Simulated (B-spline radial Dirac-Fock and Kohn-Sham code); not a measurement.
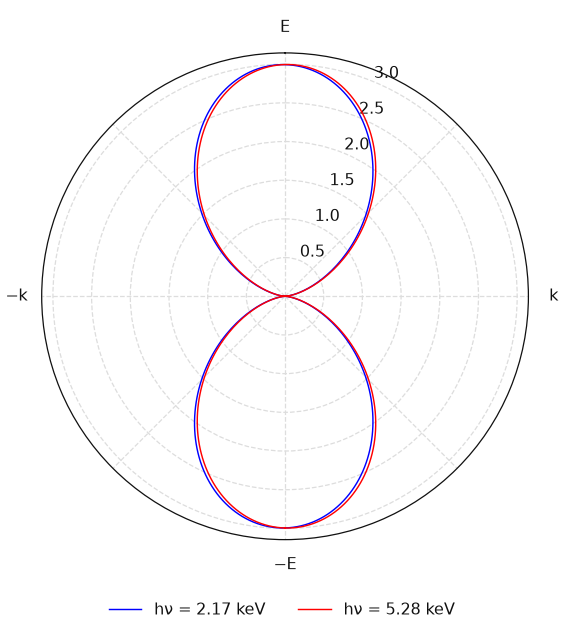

Fig. 1. Angular distribution of photoelectrons from N1 (4s) in the plane of the polarisation E (up) and the photon direction k (right), relative to an isotropic one. Species: palladium in charge state +5 (Pd⁵⁺). Method: a Dirac–Hartree–Slater potential; 1 + βP₂(cos θ) + (δ + γ cos²θ) sin θ cos φ with E1 and E1–E2 terms (computed with a B-spline radial atomic code). Open shells are averaged over j.

At 2.17 keV, β = 1.994, γ = −0.076 and δ = 0.000. At 5.28 keV, β = 1.995, γ = 0.083 and δ = 0.000. At 5.28 keV the emission 45° forward of E is 1.0 times that 45° backward, and the lobe peaks 1.0° from E towards k.
